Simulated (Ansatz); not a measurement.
Pressure series in AlN

Base system: AlN in the wurtzite structure (space group P6_3mc, No. 186).

```xyz
4
Lattice="3.1303 0.0000 0.0000 -1.5651 2.7109 0.0000 0.0000 0.0000 5.0180" Properties=species:S:1:pos:R:3 pbc="T T T"
Al     1.5651     0.9036     0.0169
Al     0.0000     1.8073     2.5259
N      1.5651     0.9036     3.1203
N      0.0000     1.8073     0.6113
```

Cell and atoms are relaxed at each pressure.

Levels (all Ansatz, a first-principles code, PAW): PBE (420 eV, scalar-relativistic without spin-orbit coupling); PBEsol (420 eV, no spin-orbit coupling).

The base cell above is that of PBE; each level relaxes its own structures.

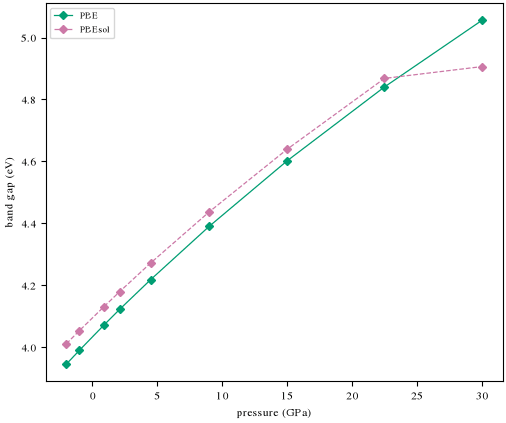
Fig. 1. Band gap under two levels

### Question
How do the two levels compare along the series?

### Answer
The two levels differ by at most about 0.15 eV. They put the cases in the same order.

Load acts through the strain it causes; cell and atoms are relaxed under it. Stability against distortions was not tested. Tetrahedral semiconductors of this kind turn to denser phases somewhere between about 1 and 50 GPa; those were not computed, so compressed cells here can lie past the real transition.
